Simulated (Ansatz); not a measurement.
## Fields on a plane of CuI (zinc blende)

```
CELL_PARAMETERS angstrom
      0.00000     2.96969     2.96969
      2.96969     0.00000     2.96969
      2.96969     2.96969     0.00000
ATOMIC_POSITIONS crystal
  I  0.75000 0.75000 0.75000
  Cu 0.00000 0.00000 0.00000
```

The slice is a {110} plane (indices of the conventional cell) through the point (0.000, 0.000, 0.000) (fractional), spanned by u = [100] and v = [1 -1 -1] in vectors of this cell: u (4.20 Å) and v (5.94 Å, at 90° to u). It covers one period; positions are fractions (u, v).

Atoms on it: I at (0.50, 0.25); Cu at (0.00, 0.00).

Method: PBEsol (plane waves to 420 eV, PAW, scalar-relativistic; Ansatz, an electronic-structure program). k mesh 10×10×10. Inside the PAW spheres the values are not all-electron values, and peaks at nuclei hang on which shells count as valence. CuI is run without spin polarisation. CuI was relaxed with its symmetry unable to fall. Spin-orbit coupling is left out, though I is heavy.

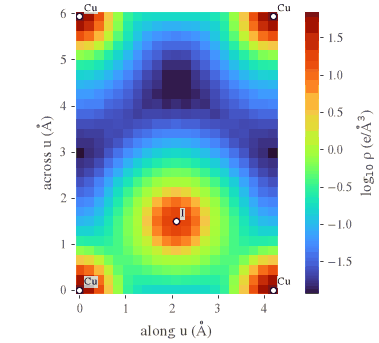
Log₁₀ of the valence density in e/Å³, one period of the plane, atoms marked. The scale is logarithmic, as a density can span decades between atoms and voids.

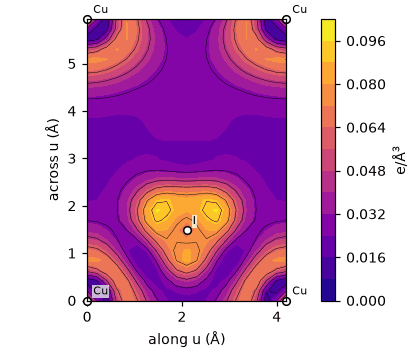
*Density of the lowest conduction band (whole band as if filled, smooth part) in e/Å³, one period of the plane, atoms marked. *

The density on the I–Cu line (2.57 Å) at its density minimum, 1.4 Å from I is 0.40 e/Å³. The ELF at that point is 0.3. ELF maximum in the middle third of the I–Cu line: 0.68, 1.1 Å from I.
